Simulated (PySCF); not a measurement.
# Run report: SiNH7, geometry relaxation (part 3 of 3)

SiNH7; RKS PBE0-D4/def2-TZVP, density fitting (PySCF 2.14.0). The geometry is a transition state displaced along its imaginary mode. The reaction was set up to form Si1–N7 and H2–H6 and to break Si1–H2 and H6–N7 (atoms counted from 1 in the order of the input); sticks are drawn by distance alone.

Geometry of the input (Å):
```
Si 0.1032  -0.0420  0.8592
H  1.6253  0.0465  0.0950
H  0.4741  -1.3658  1.3921
H  -1.4419  -0.1064  1.1450
H  0.3909  1.2412  1.5283
H  0.6195  0.0771  -1.1095
N  -0.2715  0.0474  -1.0619
H  -0.7759  0.8778  -1.3807
H  -0.7238  -0.7757  -1.4674
```

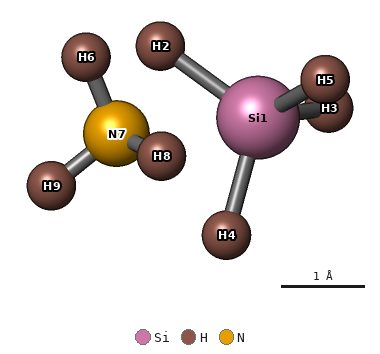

The geometry at step 54 of the log (ball-and-stick view, seen at a tilt; atoms are numbered from 1 in the order of the input).

Trajectory as extended XYZ, continued
```
9
Properties=species:S:1:pos:R:3:forces:R:3 step=42 energy=-9477.04768
Si    0.2334   -0.4664    1.4010   -0.0474  -0.1159   0.0426
H     1.2333   -0.9360    0.4107    0.0148  -0.0077  -0.0071
H     0.5988   -1.0734    2.7182   -0.0248   0.0290  -0.0541
H    -1.1278   -0.9434    1.0424    0.0571   0.0310   0.0141
H     0.2767    1.0034    1.5471   -0.0061   0.0730  -0.0046
H     0.6420    0.5895   -1.7870   -0.0772  -0.0125   0.0037
N    -0.3308    0.6047   -1.4995    0.0866  -0.0363  -0.0332
H    -0.7494    1.4277   -1.9150   -0.0261   0.0210   0.0359
H    -0.7790   -0.2017   -1.9188    0.0231   0.0184   0.0026
9
Properties=species:S:1:pos:R:3:forces:R:3 step=44 energy=-9477.05223
Si    0.2247   -0.4701    1.3620    0.0219   0.0113   0.0013
H     1.2272   -0.9669    0.3847   -0.0067  -0.0035   0.0359
H     0.5846   -1.0477    2.6926   -0.0137   0.0100  -0.0224
H    -1.1367   -0.9457    1.0188   -0.0015  -0.0012  -0.0006
H     0.2726    1.0068    1.4822    0.0048  -0.0161   0.0008
H     0.6530    0.5948   -1.7744   -0.0729   0.0047  -0.0109
N    -0.3103    0.5795   -1.4577   -0.1042   0.0657  -0.1551
H    -0.7464    1.4445   -1.7729    0.0929  -0.2429   0.0886
H    -0.7724   -0.1900   -1.9361    0.0794   0.1721   0.0624
9
Properties=species:S:1:pos:R:3:forces:R:3 step=45 energy=-9477.05415
Si    0.2184   -0.4574    1.3546    0.0557   0.1050  -0.0279
H     1.2282   -0.9671    0.3904   -0.0191   0.0044   0.0459
H     0.5673   -1.0230    2.6903   -0.0015  -0.0067   0.0246
H    -1.1414   -0.9298    1.0110   -0.0394  -0.0225  -0.0135
H     0.2673    1.0243    1.4655    0.0115  -0.0855  -0.0062
H     0.6612    0.5861   -1.7750   -0.0537   0.0024  -0.0260
N    -0.2997    0.5583   -1.4544    0.0205   0.0288   0.0011
H    -0.7453    1.4196   -1.7490    0.0135  -0.0525   0.0233
H    -0.7597   -0.2058   -1.9342    0.0125   0.0266  -0.0210
9
Properties=species:S:1:pos:R:3:forces:R:3 step=46 energy=-9477.05669
Si    0.2092   -0.4626    1.3505    0.0443   0.0817   0.0116
H     1.2302   -0.9955    0.4115   -0.0233   0.0197   0.0416
H     0.5452   -0.9926    2.7047   -0.0017  -0.0242   0.0184
H    -1.1485   -0.9490    1.0114   -0.0141   0.0005  -0.0222
H     0.2559    1.0205    1.4451    0.0062  -0.0809  -0.0394
H     0.6727    0.6088   -1.8036   -0.1696   0.0143   0.0314
N    -0.2812    0.5421   -1.4589    0.0388   0.1123  -0.1039
H    -0.7460    1.4226   -1.6707    0.0981  -0.2254   0.0334
H    -0.7423   -0.1888   -1.9907    0.0214   0.1019   0.0291
9
Properties=species:S:1:pos:R:3:forces:R:3 step=47 energy=-9477.05859
Si    0.2012   -0.4661    1.3601    0.0485  -0.0408   0.0216
H     1.2327   -1.0122    0.4383   -0.0414   0.0437   0.0436
H     0.5202   -0.9850    2.7234   -0.0058  -0.0285   0.0063
H    -1.1530   -0.9562    1.0082    0.0002   0.0173  -0.0206
H     0.2512    1.0121    1.4492    0.0040   0.0118  -0.0543
H     0.6804    0.6215   -1.8158   -0.0742   0.0030   0.0049
N    -0.2710    0.5458   -1.4726    0.0566  -0.0834  -0.0372
H    -0.7362    1.4215   -1.6745   -0.0184   0.0170   0.0048
H    -0.7308   -0.1760   -2.0169    0.0305   0.0600   0.0310
9
Properties=species:S:1:pos:R:3:forces:R:3 step=49 energy=-9477.06268
Si    0.1757   -0.4506    1.3681    0.0417   0.0181   0.0295
H     1.2444   -1.0355    0.5195   -0.0183   0.0180   0.0202
H     0.4220   -0.9228    2.7663   -0.0124   0.0187  -0.0328
H    -1.1655   -0.9374    0.9687   -0.0109   0.0030  -0.0088
H     0.2385    1.0342    1.3881    0.0023  -0.0635  -0.0096
H     0.7101    0.6357   -1.8545   -0.0654   0.0257   0.0274
N    -0.2239    0.4912   -1.4863   -0.0109   0.1091  -0.0572
H    -0.7263    1.3701   -1.5763    0.0894  -0.1326   0.0093
H    -0.6799   -0.1793   -2.0936   -0.0155   0.0035   0.0220
9
Properties=species:S:1:pos:R:3:forces:R:3 step=50 energy=-9477.06242
Si    0.1726   -0.4475    1.3743   -0.0290   0.0474  -0.0085
H     1.2468   -1.0268    0.5369    0.0384  -0.0326  -0.0270
H     0.3999   -0.9260    2.7706   -0.0040   0.0206   0.0128
H    -1.1661   -0.9240    0.9544   -0.0091  -0.0102   0.0023
H     0.2419    1.0355    1.3851    0.0006  -0.0329   0.0234
H     0.7134    0.6337   -1.8533    0.0523   0.0127  -0.0293
N    -0.2191    0.4875   -1.4903    0.0763   0.0231   0.1149
H    -0.7208    1.3582   -1.5890   -0.0539   0.1267   0.0118
H    -0.6731   -0.1851   -2.0889   -0.0714  -0.1549  -0.1004
9
Properties=species:S:1:pos:R:3:forces:R:3 step=51 energy=-9477.06366
Si    0.1627   -0.4563    1.3703    0.0173  -0.0392  -0.0058
H     1.2463   -1.0524    0.5503   -0.0133   0.0045   0.0031
H     0.3756   -0.9186    2.7755   -0.0099   0.0137  -0.0064
H    -1.1737   -0.9339    0.9435   -0.0040  -0.0069  -0.0004
H     0.2358    1.0232    1.3731    0.0068   0.0256   0.0110
H     0.7243    0.6504   -1.8562    0.0401   0.0043  -0.0173
N    -0.2052    0.4914   -1.4892   -0.0518   0.0231  -0.0215
H    -0.7076    1.3690   -1.5591    0.0071  -0.0350   0.0117
H    -0.6631   -0.1670   -2.1086    0.0076   0.0100   0.0256
9
Properties=species:S:1:pos:R:3:forces:R:3 step=52 energy=-9477.06383
Si    0.1644   -0.4567    1.3706   -0.0021  -0.0160   0.0114
H     1.2460   -1.0557    0.5521    0.0013  -0.0036  -0.0007
H     0.3741   -0.9120    2.7789   -0.0038   0.0080  -0.0143
H    -1.1724   -0.9362    0.9458    0.0006   0.0014  -0.0016
H     0.2399    1.0237    1.3701    0.0016   0.0095   0.0053
H     0.7236    0.6542   -1.8641   -0.0454   0.0027   0.0158
N    -0.2048    0.4901   -1.4912    0.0334   0.0723  -0.0192
H    -0.7129    1.3655   -1.5529    0.0306  -0.0491   0.0084
H    -0.6631   -0.1669   -2.1099   -0.0162  -0.0250  -0.0050
9
Properties=species:S:1:pos:R:3:forces:R:3 step=54 energy=-9477.06408
Si    0.1589   -0.4561    1.3712   -0.0011   0.0017  -0.0222
H     1.2451   -1.0664    0.5668   -0.0014  -0.0026   0.0029
H     0.3498   -0.9013    2.7832    0.0038  -0.0073   0.0167
H    -1.1759   -0.9297    0.9350   -0.0050   0.0000  -0.0005
H     0.2445    1.0239    1.3626   -0.0003   0.0076   0.0039
H     0.7296    0.6597   -1.8707   -0.0162  -0.0009  -0.0040
N    -0.1946    0.4857   -1.4943    0.0230   0.0085   0.0014
H    -0.7071    1.3578   -1.5390   -0.0034   0.0037   0.0019
H    -0.6558   -0.1672   -2.1156    0.0006  -0.0108   0.0000
9
Properties=species:S:1:pos:R:3:forces:R:3 step=55 energy=-9477.06413
Si    0.1560   -0.4546    1.3704    0.0034   0.0010  -0.0121
H     1.2448   -1.0704    0.5730   -0.0072   0.0023   0.0069
H     0.3399   -0.8943    2.7859    0.0021  -0.0064   0.0039
H    -1.1780   -0.9272    0.9303   -0.0033  -0.0005   0.0008
H     0.2436    1.0255    1.3580    0.0010   0.0032   0.0016
H     0.7328    0.6620   -1.8737   -0.0140  -0.0009  -0.0062
N    -0.1894    0.4823   -1.4953    0.0291   0.0138   0.0164
H    -0.7054    1.3527   -1.5319   -0.0053   0.0015  -0.0028
H    -0.6503   -0.1695   -2.1175   -0.0057  -0.0139  -0.0086
9
Properties=species:S:1:pos:R:3:forces:R:3 step=56 energy=-9477.06418
Si    0.1549   -0.4529    1.3694   -0.0021   0.0122  -0.0014
H     1.2443   -1.0715    0.5761   -0.0010  -0.0007   0.0013
H     0.3351   -0.8897    2.7864    0.0021  -0.0081   0.0036
H    -1.1792   -0.9245    0.9283   -0.0028   0.0001  -0.0004
H     0.2445    1.0276    1.3562    0.0003  -0.0044  -0.0016
H     0.7337    0.6639   -1.8773   -0.0193   0.0015  -0.0028
N    -0.1862    0.4795   -1.4954    0.0377  -0.0114   0.0088
H    -0.7063    1.3471   -1.5272   -0.0124   0.0198  -0.0049
H    -0.6469   -0.1729   -2.1174   -0.0024  -0.0090  -0.0024
9
Properties=species:S:1:pos:R:3:forces:R:3 step=57 energy=-9477.06424
Si    0.1538   -0.4505    1.3683   -0.0093   0.0127   0.0084
H     1.2436   -1.0715    0.5787    0.0069  -0.0035  -0.0063
H     0.3311   -0.8866    2.7858    0.0012  -0.0072   0.0050
H    -1.1803   -0.9215    0.9262   -0.0017   0.0017  -0.0014
H     0.2448    1.0300    1.3552    0.0003  -0.0056  -0.0042
H     0.7343    0.6670   -1.8810   -0.0118   0.0050  -0.0059
N    -0.1826    0.4766   -1.4953    0.0256  -0.0110   0.0148
H    -0.7085    1.3409   -1.5227   -0.0083   0.0166  -0.0074
H    -0.6423   -0.1779   -2.1159   -0.0027  -0.0086  -0.0028
9
Properties=species:S:1:pos:R:3:forces:R:3 step=59 energy=-9477.06450
Si    0.1533   -0.4461    1.3662   -0.0129  -0.0070   0.0346
H     1.2397   -1.0749    0.5803    0.0211  -0.0044  -0.0212
H     0.3256   -0.8896    2.7829   -0.0031   0.0058  -0.0003
H    -1.1829   -0.9104    0.9233   -0.0050   0.0068  -0.0070
H     0.2521    1.0337    1.3577    0.0013  -0.0044  -0.0054
H     0.7305    0.6858   -1.8971   -0.0015   0.0053  -0.0057
N    -0.1739    0.4756   -1.4933   -0.0021  -0.0120   0.0073
H    -0.7220    1.3263   -1.5180   -0.0031   0.0143  -0.0058
H    -0.6288   -0.1942   -2.1015    0.0054  -0.0043   0.0036
9
Properties=species:S:1:pos:R:3:forces:R:3 step=60 energy=-9477.06469
Si    0.1554   -0.4458    1.3667   -0.0067  -0.0241   0.0342
H     1.2363   -1.0801    0.5773    0.0207  -0.0011  -0.0194
H     0.3252   -0.8989    2.7811   -0.0047   0.0133  -0.0047
H    -1.1839   -0.8998    0.9224   -0.0085   0.0078  -0.0077
H     0.2636    1.0329    1.3635    0.0028   0.0011  -0.0022
H     0.7241    0.7025   -1.9106   -0.0048  -0.0029  -0.0007
N    -0.1707    0.4800   -1.4916   -0.0089  -0.0066  -0.0059
H    -0.7346    1.3204   -1.5206   -0.0033   0.0094  -0.0018
H    -0.6214   -0.2053   -2.0860    0.0135   0.0030   0.0083
9
Properties=species:S:1:pos:R:3:forces:R:3 step=61 energy=-9477.06486
Si    0.1589   -0.4488    1.3684    0.0011  -0.0259   0.0200
H     1.2334   -1.0870    0.5722    0.0140   0.0009  -0.0096
H     0.3261   -0.9103    2.7802   -0.0028   0.0135  -0.0068
H    -1.1840   -0.8899    0.9222   -0.0112   0.0059  -0.0063
H     0.2781    1.0288    1.3699    0.0032   0.0044   0.0023
H     0.7163    0.7170   -1.9221    0.0079  -0.0040  -0.0029
N    -0.1705    0.4876   -1.4907   -0.0240  -0.0043  -0.0066
H    -0.7462    1.3200   -1.5258   -0.0025   0.0006   0.0007
H    -0.6175   -0.2119   -2.0714    0.0145   0.0087   0.0091
9
Properties=species:S:1:pos:R:3:forces:R:3 step=62 energy=-9477.06497
Si    0.1615   -0.4511    1.3703    0.0062  -0.0146  -0.0030
H     1.2327   -1.0917    0.5700    0.0020   0.0013   0.0027
H     0.3251   -0.9159    2.7810   -0.0003   0.0064  -0.0028
H    -1.1844   -0.8810    0.9213   -0.0073   0.0018  -0.0020
H     0.2897    1.0257    1.3743    0.0027   0.0049   0.0045
H     0.7113    0.7237   -1.9297    0.0012  -0.0042   0.0034
N    -0.1715    0.4916   -1.4912   -0.0037   0.0050  -0.0029
H    -0.7530    1.3198   -1.5291   -0.0042  -0.0006   0.0001
H    -0.6164   -0.2152   -2.0640    0.0033   0.0000   0.0000
9
Properties=species:S:1:pos:R:3:forces:R:3 step=64 energy=-9477.06500
Si    0.1647   -0.4522    1.3700    0.0059   0.0083  -0.0099
H     1.2330   -1.0931    0.5658   -0.0040  -0.0020   0.0061
H     0.3285   -0.9190    2.7794    0.0011  -0.0037   0.0029
H    -1.1845   -0.8737    0.9220   -0.0012  -0.0015  -0.0005
H     0.2994    1.0245    1.3786    0.0007  -0.0011   0.0006
H     0.7065    0.7264   -1.9334   -0.0082  -0.0010   0.0069
N    -0.1743    0.4937   -1.4908    0.0000   0.0063  -0.0029
H    -0.7601    1.3188   -1.5319    0.0039  -0.0040  -0.0012
H    -0.6175   -0.2191   -2.0572    0.0018  -0.0012  -0.0020
9
Properties=species:S:1:pos:R:3:forces:R:3 step=65 energy=-9477.06501
Si    0.1652   -0.4518    1.3694    0.0036   0.0042  -0.0066
H     1.2334   -1.0916    0.5642   -0.0029  -0.0018   0.0046
H     0.3310   -0.9196    2.7784    0.0007  -0.0022   0.0016
H    -1.1840   -0.8747    0.9227    0.0001  -0.0006  -0.0003
H     0.2986    1.0248    1.3789    0.0009   0.0001   0.0002
H     0.7062    0.7247   -1.9310    0.0010   0.0011   0.0035
N    -0.1757    0.4937   -1.4900   -0.0017  -0.0004  -0.0006
H    -0.7599    1.3197   -1.5331   -0.0017   0.0009  -0.0010
H    -0.6187   -0.2188   -2.0569    0.0000  -0.0012  -0.0013
```

Summary

| quantity | value |
| --- | --- |
| outcome | converged |
| total energy | −9477.0650 eV |
| largest force (length of the vector) at the end | 0.009 eV/Å |
| wall time | 4.2 min (CPU time 15 min) |
| peak memory | 1.1 GiB |
